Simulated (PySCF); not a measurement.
# Geometry relaxation of CH7FP2Si

CH7FP2Si, computed with PBE0-D3(BJ)/def2-SVP geometry optimisation, gas phase (PySCF 2.14.0).

It belongs to a series of runs on one base structure; here: H on Si replaced by CH2F.

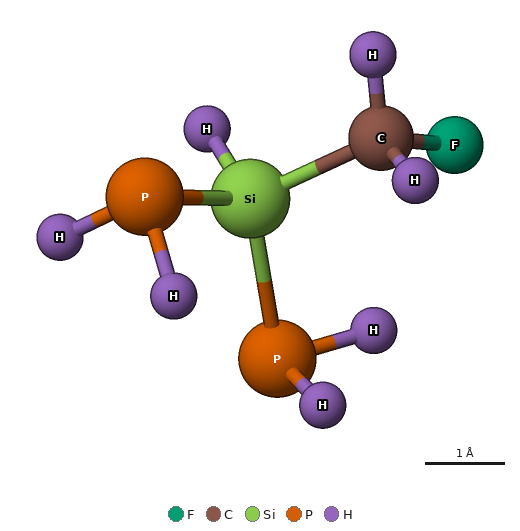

**Figure 1.** The structure as given in the input (ball-and-stick view, seen at a tilt).

Summary:

```tsv
quantity	value
outcome	converged
total energy	−1113.426645 hartree
dipole moment	1.21 D
point group	C1
hardware	1 CPU thread, shared host
wall time	75 s
peak memory	0.49 GiB
```

Input:
```
{"job": {"xc": "PBE0", "basis": "def2-SVP", "d3": "d3bj", "grid": 1, "shake": 0.01, "kind": "geom"}, "charge": 0, "multiplicity": 1}
F      0.604000     2.388360    -0.245420
C     -0.483500     1.557140    -0.034540
Si    -0.028380    -0.227020    -0.611560
P      2.042180    -0.862560     0.180750
P     -1.787490    -1.492000    -0.027110
H     -1.328490     1.971030    -0.593950
H     -0.697120     1.616860     1.036320
H      0.096180    -0.201550    -2.075390
H      1.661700    -0.725880     1.543180
H      2.544240     0.407110     0.141160
H     -1.317220    -1.822640     1.248770
H     -1.266410    -2.637120    -0.571240
```

The first line tells a small driver script what to run in PySCF; the rest is the geometry in Å.

Launched with:
```bash
OMP_NUM_THREADS=1 python <driver script> task.json out
```

What the program printed:
```
step   0  E = -1113.42051362  max force = 0.028462
step   1  E = -1113.42607343  max force = 0.006492
step   2  E = -1113.42655531  max force = 0.001847
step   3  E = -1113.42660316  max force = 0.000737
step   4  E = -1113.42662563  max force = 0.000953
step   5  E = -1113.42663388  max force = 0.000726
step   6  E = -1113.42664043  max force = 0.000614
step   7  E = -1113.42664483  max force = 0.000313
optimisation converged
```

Trajectory as extended XYZ (Å, eV, eV/Å), 8 frames, from step=0 to step=7:
```
12
Properties=species:S:1:pos:R:3:forces:R:3 step=0 energy=-30297.71540
F     0.6040    2.3884   -0.2454    0.1807   0.0317  -0.1977
C    -0.4835    1.5571   -0.0345    0.8168  -0.0299  -0.1168
Si   -0.0284   -0.2270   -0.6116    0.4387   0.5490   0.7174
P     2.0422   -0.8626    0.1807   -0.9490  -1.3466  -0.1190
P    -1.7875   -1.4920   -0.0271   -0.7915   0.9005  -0.0420
H    -1.3285    1.9710   -0.5939   -0.3729  -0.0613  -0.1069
H    -0.6971    1.6169    1.0363   -0.3522  -0.2318   0.3225
H     0.0962   -0.2016   -2.0754   -0.0580  -0.0417  -0.4709
H     1.6617   -0.7259    1.5432   -0.0960  -0.0645   0.1936
H     2.5442    0.4071    0.1412    0.5145   1.4636  -0.1831
H    -1.3172   -1.8226    1.2488    0.2245  -0.0015   0.6483
H    -1.2664   -2.6371   -0.5712    0.4444  -1.1675  -0.6454
12
Properties=species:S:1:pos:R:3:forces:R:3 step=1 energy=-30297.86669
F     0.8633    2.3589   -0.1649   -0.1167  -0.1135   0.0037
C    -0.2775    1.6174    0.0740   -0.1404  -0.0373  -0.0279
Si   -0.0742   -0.1481   -0.6321    0.1501  -0.1403   0.0330
P     1.8665   -1.0612    0.1103    0.0157   0.3338  -0.0029
P    -1.8929   -1.4045   -0.1199    0.0636  -0.1456   0.0721
H    -1.1449    2.1108   -0.4046    0.0736   0.0383   0.0392
H    -0.4717    1.5892    1.1624    0.0296   0.0006  -0.0440
H    -0.0177   -0.0695   -2.1244    0.0320   0.0374   0.0230
H     1.4765   -0.9465    1.4870    0.0002   0.0190  -0.0987
H     2.4725    0.2483    0.0864   -0.0046  -0.2609   0.0360
H    -1.4288   -1.6999    1.2070   -0.0587   0.0219  -0.1198
H    -1.3338   -2.6073   -0.6826   -0.0444   0.2466   0.0863
12
Properties=species:S:1:pos:R:3:forces:R:3 step=2 energy=-30297.87980
F     0.8429    2.3441   -0.1584    0.0452   0.0292  -0.0083
C    -0.2949    1.6023    0.0749   -0.0950  -0.0258  -0.0134
Si   -0.0670   -0.1530   -0.6339    0.0696  -0.0469   0.0120
P     1.8757   -1.0552    0.1060   -0.0276   0.0778  -0.0070
P    -1.8959   -1.3911   -0.1204    0.0268   0.0008  -0.0147
H    -1.1575    2.1024   -0.4014   -0.0025   0.0061   0.0147
H    -0.4881    1.5691    1.1619   -0.0031  -0.0064   0.0112
H    -0.0019   -0.0632   -2.1241    0.0073   0.0139   0.0002
H     1.4758   -0.9304    1.4740    0.0047  -0.0032   0.0053
H     2.5175    0.2260    0.0922   -0.0016  -0.0597  -0.0073
H    -1.4458   -1.6860    1.2049   -0.0044   0.0035  -0.0056
H    -1.3236   -2.5773   -0.6769   -0.0196   0.0109   0.0128
12
Properties=species:S:1:pos:R:3:forces:R:3 step=3 energy=-30297.88110
F     0.8310    2.3493   -0.1496    0.0162   0.0158   0.0000
C    -0.3041    1.5991    0.0763   -0.0379  -0.0150  -0.0012
Si   -0.0594   -0.1530   -0.6357    0.0300   0.0023   0.0003
P     1.8790   -1.0549    0.1075   -0.0311  -0.0120   0.0055
P    -1.8924   -1.3859   -0.1281    0.0072   0.0186  -0.0155
H    -1.1681    2.0972   -0.3994   -0.0049  -0.0025   0.0028
H    -0.5009    1.5595    1.1627    0.0016  -0.0023   0.0058
H     0.0121   -0.0579   -2.1252    0.0061   0.0073  -0.0003
H     1.4810   -0.9269    1.4756    0.0064   0.0002   0.0065
H     2.5357    0.2150    0.0910    0.0090   0.0086  -0.0089
H    -1.4506   -1.6776    1.1999    0.0012   0.0012   0.0080
H    -1.3259   -2.5763   -0.6764   -0.0039  -0.0222  -0.0029
12
Properties=species:S:1:pos:R:3:forces:R:3 step=4 energy=-30297.88171
F     0.8158    2.3573   -0.1352   -0.0084   0.0009   0.0028
C    -0.3148    1.5952    0.0796    0.0141   0.0015   0.0115
Si   -0.0495   -0.1514   -0.6381   -0.0076   0.0214  -0.0079
P     1.8821   -1.0557    0.1122   -0.0130  -0.0490   0.0093
P    -1.8871   -1.3810   -0.1422   -0.0060   0.0081  -0.0102
H    -1.1806    2.0889   -0.3970   -0.0056  -0.0069  -0.0045
H    -0.5166    1.5474    1.1650    0.0010  -0.0004  -0.0004
H     0.0323   -0.0497   -2.1267    0.0069   0.0036   0.0008
H     1.4883   -0.9215    1.4807    0.0033   0.0069   0.0037
H     2.5526    0.2055    0.0882    0.0081   0.0311  -0.0048
H    -1.4574   -1.6674    1.1910    0.0013   0.0013   0.0053
H    -1.3279   -2.5798   -0.6790    0.0059  -0.0184  -0.0055
12
Properties=species:S:1:pos:R:3:forces:R:3 step=5 energy=-30297.88194
F     0.8051    2.3633   -0.1223   -0.0167  -0.0064   0.0032
C    -0.3214    1.5922    0.0837    0.0318   0.0088   0.0110
Si   -0.0425   -0.1497   -0.6397   -0.0215   0.0156  -0.0069
P     1.8835   -1.0575    0.1181    0.0025  -0.0373   0.0077
P    -1.8834   -1.3795   -0.1568   -0.0093  -0.0039  -0.0074
H    -1.1886    2.0816   -0.3948   -0.0039  -0.0057  -0.0042
H    -0.5279    1.5380    1.1680    0.0002   0.0005  -0.0026
H     0.0496   -0.0425   -2.1273    0.0063   0.0035   0.0009
H     1.4918   -0.9143    1.4863   -0.0001   0.0089   0.0020
H     2.5610    0.2006    0.0861    0.0020   0.0196  -0.0011
H    -1.4647   -1.6610    1.1813    0.0002   0.0015   0.0002
H    -1.3252   -2.5835   -0.6840    0.0085  -0.0052  -0.0029
12
Properties=species:S:1:pos:R:3:forces:R:3 step=6 energy=-30297.88212
F     0.7940    2.3691   -0.1050   -0.0145  -0.0089   0.0017
C    -0.3277    1.5885    0.0900    0.0316   0.0106   0.0041
Si   -0.0353   -0.1476   -0.6413   -0.0234   0.0003  -0.0018
P     1.8837   -1.0602    0.1282    0.0124  -0.0080   0.0053
P    -1.8798   -1.3802   -0.1788   -0.0076  -0.0125  -0.0053
H    -1.1960    2.0731   -0.3914   -0.0014  -0.0011  -0.0010
H    -0.5404    1.5267    1.1727   -0.0009   0.0006  -0.0019
H     0.0719   -0.0327   -2.1272    0.0040   0.0042   0.0005
H     1.4922   -0.9018    1.4949   -0.0029   0.0069   0.0002
H     2.5673    0.1954    0.0849   -0.0040  -0.0011   0.0024
H    -1.4767   -1.6553    1.1656   -0.0012   0.0010  -0.0043
H    -1.3158   -2.5874   -0.6939    0.0080   0.0081   0.0002
12
Properties=species:S:1:pos:R:3:forces:R:3 step=7 energy=-30297.88224
F     0.7869    2.3723   -0.0885   -0.0043  -0.0064  -0.0006
C    -0.3315    1.5854    0.0967    0.0142   0.0062  -0.0034
Si   -0.0303   -0.1458   -0.6422   -0.0143  -0.0103   0.0029
P     1.8817   -1.0630    0.1406    0.0116   0.0161   0.0032
P    -1.8776   -1.3832   -0.2034   -0.0024  -0.0124  -0.0032
H    -1.2000    2.0674   -0.3875    0.0016   0.0032   0.0026
H    -0.5502    1.5171    1.1777   -0.0009   0.0004  -0.0005
H     0.0929   -0.0226   -2.1261    0.0014   0.0036  -0.0001
H     1.4877   -0.8877    1.5046   -0.0038   0.0018  -0.0005
H     2.5701    0.1905    0.0867   -0.0056  -0.0147   0.0040
H    -1.4911   -1.6529    1.1471   -0.0022   0.0002  -0.0057
H    -1.3013   -2.5897   -0.7071    0.0047   0.0123   0.0012
```

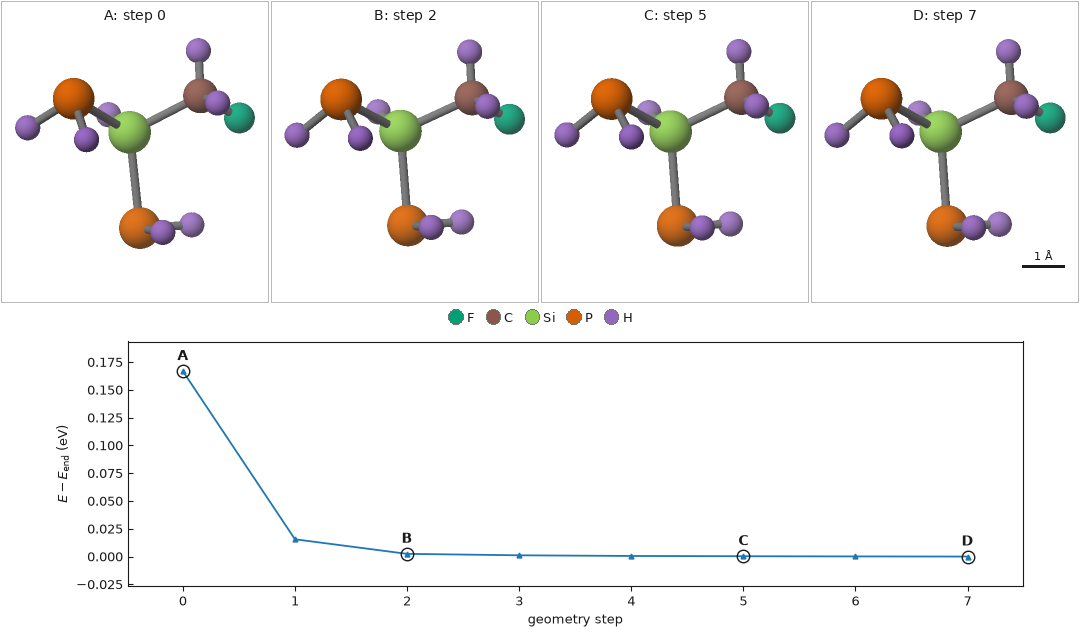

**Figure 2.** Frames of the relaxation (ball-and-stick view, seen at a tilt) above the curves, on which the letters mark them (steps are counted from 0).

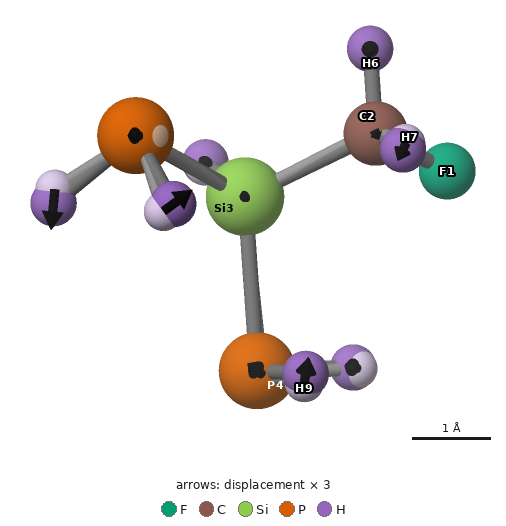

**Figure 3.** Start (faint) and end (solid) with the displacements as black arrows, magnified 3 times (ball-and-stick view, seen at a tilt). The two geometries are laid on each other by the best rigid fit. The largest move after the best rigid fit is that of H12, 0.18 Å. Largest moves by element: H 0.18 Å, P 0.11 Å, C 0.05 Å, Si 0.04 Å, F 0.03 Å. Among the contacts that change: P4–H10 1.366 → 1.431 Å, Si3–P4 2.306 → 2.261 Å, P5–H11 1.399 → 1.430 Å, Si3–H8 1.469 → 1.494 Å. Among the angles that change: P4–Si3–P5 117.3° → 113.6°, F1–C2–H7 105.6° → 109.1°, Si3–P5–H11 96.2° → 93.8°. Over 7 geometry steps the energy falls by 0.167 eV. Largest force component: 1.5 eV/Å at the start, 0.016 eV/Å at the end. (Atoms are counted from 1 in the order of the input.)
